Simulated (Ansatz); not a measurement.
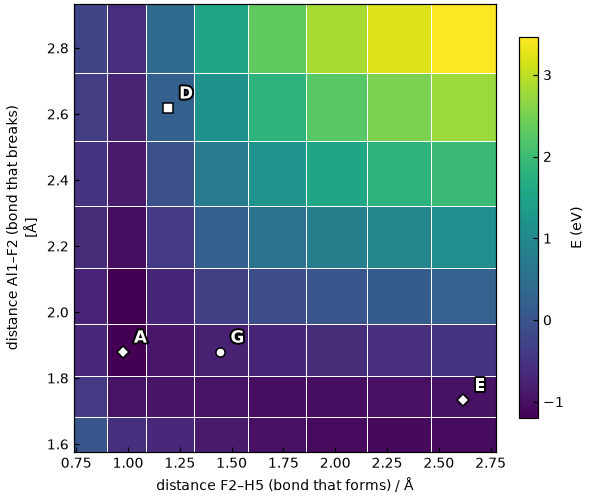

The reacting system AlClF₃H (fragments AlClF₃H where the first distance is long, AlClF₂ + FH where the second is long). 
- First axis: distance F2–H5 (bond that forms). Second axis: distance Al1–F2 (bond that breaks).
- Relaxed at each point: all other coordinates.
- Grid: 8 × 8 points.
- Points are written as (first, second).
- Energies: eV, counted from a guessed transition structure relaxed with its forming and breaking bonds held.
- Energies and slopes of some neighbouring points disagree (a jump in structure or state, or too coarse a mesh). The reference is spin-restricted, so regions where a bond is pulled apart into radicals lie too high.
- These are results of Ansatz 0.2.0, RKS r2SCAN0-D4/def2-SVP, not measurements.

The picture shows one coloured cell a grid point, lettered points.

Is D the lowest point of the computed grid?

No. D lies 1.40 eV above the lowest grid point, which is at (0.977 Å, 1.880 Å).

Rank the lettered points by energy, lowest first.

A (−1.20 eV), E (−0.99 eV), G (−0.78 eV), D (0.20 eV).
